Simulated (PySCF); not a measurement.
```tsv
atom	x (Å)	y (Å)	z (Å)
Si	0.4265	2.5021	-1.5263
Si	0.0885	0.2634	-1.3104
O	1.3835	-0.2909	-0.4844
Si	2.4422	-0.7946	0.6190
C	-1.4646	-0.2390	-0.3425
C	-1.4657	-1.4051	0.6074
C	-1.5220	-0.0143	1.1434
H	-0.5748	3.2746	-2.2700
H	0.7657	3.3359	-0.3651
H	0.1190	-0.5171	-2.5583
H	3.5141	0.1987	0.6248
H	2.8928	-2.1151	0.1856
H	1.7707	-0.8612	1.9188
H	-2.3995	-0.0659	-0.8666
H	-2.3535	-2.0184	0.6690
H	-0.5458	-1.9577	0.7318
H	-0.6396	0.3750	1.6312
H	-2.4463	0.3358	1.5809
```

Geometry: GFN2-xTB.

Method: UKS B3LYP, pcH-1 on C H O Si, non-relativistic, mean-field spin-orbit, GIAO in PySCF.

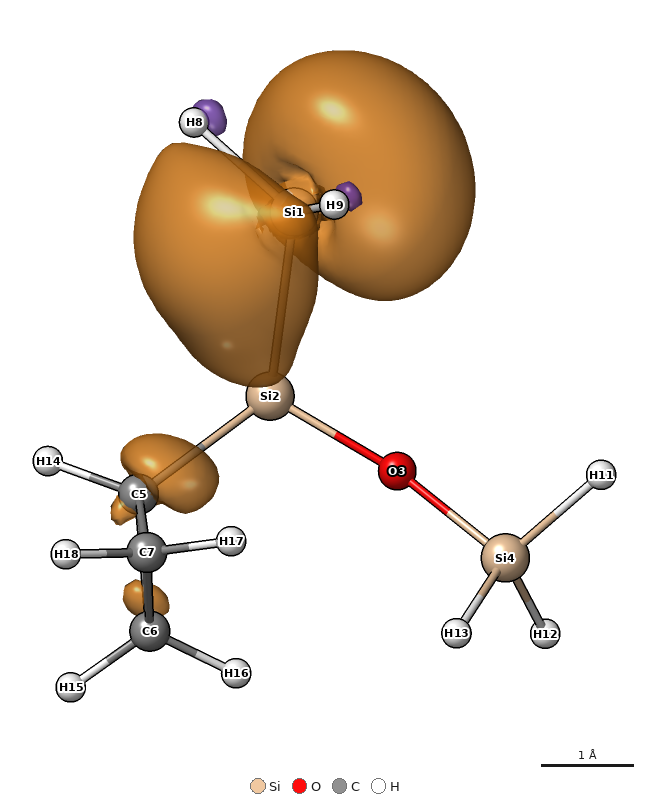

C3H11OSi3 (doublet). Isosurfaces of the spin density at +0.015 (orange) and −0.015 e/Å³ (purple), seen at a tilt.

> Describe the spin distribution.

The unpaired spin (1 electron) lies mostly on Si1 (about 0.8) and Si2 (about 0.1), in electrons by Hirshfeld's partition.
